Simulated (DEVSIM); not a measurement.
Structure: abrupt GaP n-p junction, at 350 K.

| layer (left to right) | material | thickness (μm) | Nd (cm⁻³) | Na (cm⁻³) | τn (s) | τp (s) |
|---|---|---|---|---|---|---|
| 1 | GaP | 29.0 | 3.6e16 | - | 5.9e-7 | 5.9e-7 |
| 2 | GaP | 45.0 | - | 2.2e15 | 5.9e-7 | 5.9e-7 |

Left contact: ohmic. Right contact: ohmic. Voltage is applied to the left contact. Recombination: SRH at mid-gap. Mobility is μmin + (μ − μmin)/(1 + (N/Nref)^α).

This is a model device: material constants are rounded textbook-type values typed into the input, and sizes, dopings and lifetimes were drawn at random. Values at 300 K; Nc and Nv go as T^1.5, mobilities as T to minus their exponent, the gap by Varshni's rule with the affinity fixed.

```tsv
parameter	GaP
gap (eV)	2.26
affinity (eV)	3.8
permittivity	11.1
Nc (cm⁻³)	1.8e19
Nv (cm⁻³)	1.9e19
μn (cm²/Vs)	250
μp (cm²/Vs)	150
μn,min	10
μp,min	10
Nref,n	4.4e18
Nref,p	1e18
αn	0.8
αp	0.85
T exponent of μn	1.6
T exponent of μp	1.98
Varshni α (eV/K)	0.00058
Varshni β (K)	372
```

Model (solved in DEVSIM): 1D drift-diffusion, Boltzmann statistics, complete ionisation; no tunnelling, impact ionisation, image-force lowering or self-heating.

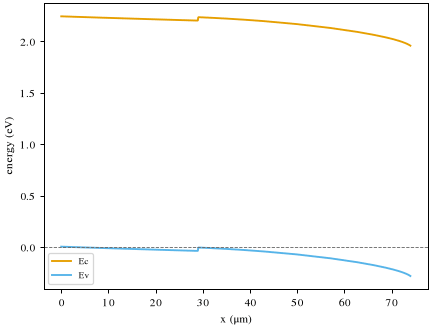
Fig. 1. Band edges at -2.05 V on the left contact

Energies count from the Fermi level of the right contact; mesh points crowd at the junctions.

```csv
x (μm),Ec (eV),Ev (eV),n (cm⁻³),p (cm⁻³),field (V/cm)
0.000,2.244,0.005,3.6e16,< 1e2,-16
0.05121,2.244,0.005,3.6e16,9.2e12,-16
0.2213,2.244,0.005,3.6e16,3.9e13,-16
0.7440,2.243,0.004,3.6e16,1.3e14,-16
3.589,2.239,0.000,3.7e16,5.9e14,-15
11.29,2.228,-0.012,3.8e16,1.7e15,-14
23.10,2.211,-0.028,4.0e16,3.8e15,-14
27.71,2.205,-0.035,4.1e16,4.9e15,-13
28.62,2.204,-0.036,4.1e16,5.2e15,-13
28.90,2.203,-0.036,4.1e16,5.3e15,31
28.98,2.210,-0.030,3.3e16,6.6e15,3300
29.04,2.232,-0.007,1.5e16,1.4e16,1400
29.18,2.236,-0.003,1.4e16,1.6e16,-16
29.63,2.235,-0.004,1.3e16,1.6e16,-21
32.05,2.230,-0.010,1.2e16,1.4e16,-23
38.61,2.212,-0.027,9.3e15,1.2e16,-30
57.09,2.131,-0.108,4.6e15,6.8e15,-60
68.83,2.039,-0.200,2.2e15,4.4e15,-110
72.92,1.984,-0.255,7.7e14,3.0e15,-190
73.67,1.968,-0.271,2.9e14,2.5e15,-260
73.91,1.962,-0.278,8.6e13,2.3e15,-290
74.00,1.959,-0.280,< 1e2,2.2e15,-300
```
